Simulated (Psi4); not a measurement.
# C2H3F (SMILES C=CF) at M06-2X/cc-pVDZ (density fitting with cc-pvqz-jkfit, sweep point 5)

What is the vertical ionisation energy of C2H3F at M06-2X/cc-pVDZ (density fitting with cc-pvqz-jkfit, sweep point 5)? 

Program for the calculation: Psi4 1.11.

6 further runs of the same task are left out: 4 that didn't finish, 2 set aside as unsound or not needed.

## (1) Starting point

C2H3F has 6 atoms, charge 0, and is taken as a singlet. As SMILES, `C=CF`. The coordinates come from a PBE0-D4/def2-TZVP relaxation.

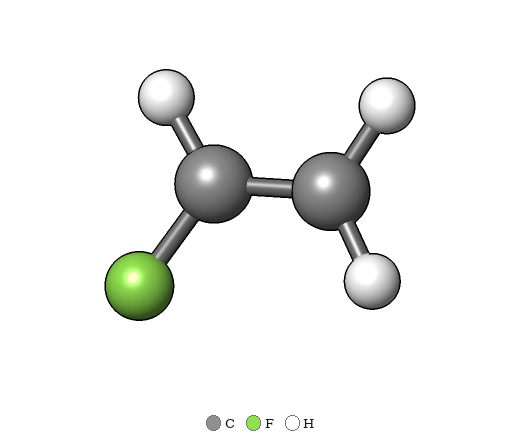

Viewed from a chosen angle; carbon grey, fluorine green, hydrogen white.

## (2) A single-point energy at M06-2X/cc-pVDZ (density fitting with cc-pvqz-jkfit, sweep point 5)

The input, c2h3f.in:

```
memory 1.6 GB

molecule {
  0 1
  C     -1.01327115     0.14437508    -0.83677073
  C      0.92596580    -0.03080254     0.71167086
  F      1.82585338    -2.25330943     1.50327713
  H     -1.97268510    -1.51801700    -1.54315035
  H     -1.66333693     1.99196031    -1.41672768
  H      1.97684250     1.54466213     1.49420645
  units au
  symmetry c1
}

set globals {
  puream true
  scf_type df
  dft_radial_points 99
  dft_spherical_points 590
  df_basis_scf cc-pvqz-jkfit
}

energy("m06-2x/cc-pVDZ")
print_variables()
```

Launch:

```sh
$ psi4 -i c2h3f.in -o c2h3f.out -n 1
```

c2h3f.out:

```text
[...]
  Running in c1 symmetry.
[...]
  Nuclear repulsion =   67.793297876399720
[...]
  Multiplicity = 1
[...]
  Nalpha       = 12
  Nbeta        = 12
[...]
    Number of basis functions: 57
[...]
   @DF-RKS iter   1:  -177.65071300543840   -3.87814e-01   7.97522e-03 DIIS/ADIIS
[...]
   @DF-RKS iter   8:  -177.76005579904646   -6.87722e-08   7.94930e-07 DIIS
[...]
    Orbital Energies [Eh]
    ---------------------
    Doubly Occupied:
       1A    -25.260383     2A    -10.631326     3A    -10.547572
       4A     -1.365261     5A     -0.869935     6A     -0.694733
       7A     -0.610019     8A     -0.558130     9A     -0.550975
      10A     -0.475047    11A     -0.444242    12A     -0.324446
[...]
  @DF-RKS Final Energy:  -177.76005579904646
   => Energetics <=
    Nuclear Repulsion Energy =             67.7932978763997198
    One-Electron Energy =                -377.5643209321587506
    Two-Electron Energy =                 142.7626416733015162
    DFT Exchange-Correlation Energy =     -10.7516744165889495
    Empirical Dispersion Energy =           0.0000000000000000
    VV10 Nonlocal Energy =                  0.0000000000000000
    Total Energy =                       -177.7600557990464551
[...]
 Multipole Moments:
 ------------------------------------------------------------------------------------
     Multipole            Electronic (a.u.)      Nuclear  (a.u.)        Total (a.u.)
 ------------------------------------------------------------------------------------
 L = 1.  Multiply by 2.5417464519 to convert [e a0] to [Debye]
 Dipole X            :          2.2818563           -2.4216048           -0.1397485
 Dipole Y            :         -2.4918911            2.9732680            0.4813769
 Dipole Z            :          1.8998200           -2.0273148           -0.1274948
 Magnitude           :                                                    0.5172120
[...]
```

It took 13 s on 1 thread of Intel Xeon Platinum 8488C (Sapphire Rapids), shared host; peak memory 0.89 GiB.

## (3) The doublet cation at the same level

The input, c2h3f.inp:

```
memory 1600 mb

molecule {
  1 2
  C     -1.01327115     0.14437508    -0.83677073
  C      0.92596580    -0.03080254     0.71167086
  F      1.82585338    -2.25330943     1.50327713
  H     -1.97268510    -1.51801700    -1.54315035
  H     -1.66333693     1.99196031    -1.41672768
  H      1.97684250     1.54466213     1.49420645
  units au
  symmetry c1
}

set {
  basis                cc-pVDZ
  reference            uks
  puream               true
  scf_type             df
  dft_radial_points    99
  dft_spherical_points 590
  df_basis_scf         cc-pvqz-jkfit
  maxiter              150
}

energy('m06-2x')
print_variables()
```

Launch:

```sh
$ psi4 c2h3f.inp c2h3f.out -n 1
```

c2h3f.out:

```text
[...]
  Running in c1 symmetry.
[...]
  Nuclear repulsion =   67.793297876399720
[...]
  Multiplicity = 2
[...]
  Nalpha       = 12
  Nbeta        = 11
[...]
    Number of basis functions: 57
[...]
   @DF-UKS iter   1:  -177.34341591238388   -8.05171e-02   4.36666e-03 DIIS/ADIIS
[...]
   @DF-UKS iter  10:  -177.37829329898810   -6.35615e-09   3.21586e-07 DIIS
[...]
   @S^2 Observed:                7.536641241E-01
[...]
    Orbital Energies [Eh]
    ---------------------
    Alpha Occupied:
       1A    -25.582846     2A    -10.982654     3A    -10.904241
       4A     -1.676611     5A     -1.223753     6A     -1.003279
       7A     -0.919834     8A     -0.876995     9A     -0.866784
      10A     -0.785256    11A     -0.751324    12A     -0.674681
    Alpha Virtual:
      13A     -0.265825    14A     -0.123405    15A     -0.097018
      16A     -0.076439    17A     -0.015541    18A      0.087818
      19A      0.188889    20A      0.219294    21A      0.248216
      22A      0.278767    23A      0.318081    24A      0.326166
      25A      0.435305    26A      0.459386    27A      0.539718
[...]
  @DF-UKS Final Energy:  -177.37829329898810
   => Energetics <=
    Nuclear Repulsion Energy =             67.7932978763997198
    One-Electron Energy =                -369.9393594889718884
    Two-Electron Energy =                 135.3378524392547320
    DFT Exchange-Correlation Energy =     -10.5700841256706628
    Empirical Dispersion Energy =           0.0000000000000000
    VV10 Nonlocal Energy =                  0.0000000000000000
    Total Energy =                       -177.3782932989880976
[...]
 Multipole Moments:
 ------------------------------------------------------------------------------------
     Multipole            Electronic (a.u.)      Nuclear  (a.u.)        Total (a.u.)
 ------------------------------------------------------------------------------------
 L = 1.  Multiply by 2.5417464519 to convert [e a0] to [Debye]
 Dipole X            :          1.5875475           -2.4216048           -0.8340573
 Dipole Y            :         -1.7405476            2.9732680            1.2327205
 Dipole Z            :          1.3219079           -2.0273148           -0.7054069
 Magnitude           :                                                    1.6470732
[...]
```

Run time: 19 s. Hardware: 1 thread of Intel Xeon Platinum 8488C (Sapphire Rapids), shared host; peak memory 0.88 GiB.

## (4) Summary of results

Level: M06-2X/cc-pVDZ (density fitting with cc-pvqz-jkfit, sweep point 5).

| quantity | value |
| --- | --- |
| singlet C2H3F: total energy | -177.76006 Eh |
| singlet C2H3F: dipole moment | 1.31 D |
| singlet C2H3F: HOMO energy | -8.83 eV |
| singlet C2H3F: LUMO energy | 1.65 eV |
| singlet C2H3F: HOMO–LUMO gap | 10.48 eV |
| doublet cation: total energy | -177.37829 Eh |
| doublet cation: HOMO energy (highest over α and β) | -18.36 eV |
| doublet cation: LUMO energy (lowest over α and β) | -11.79 eV |
| doublet cation: ⟨S²⟩ | 0.754 |
| vertical ionisation energy (to the doublet cation) | 10.388 eV |

The vertical ionisation energy comes to 10.39 eV (240 kcal/mol). The negative HOMO energy of the first species, 8.83 eV, lies 1.56 eV below that difference.
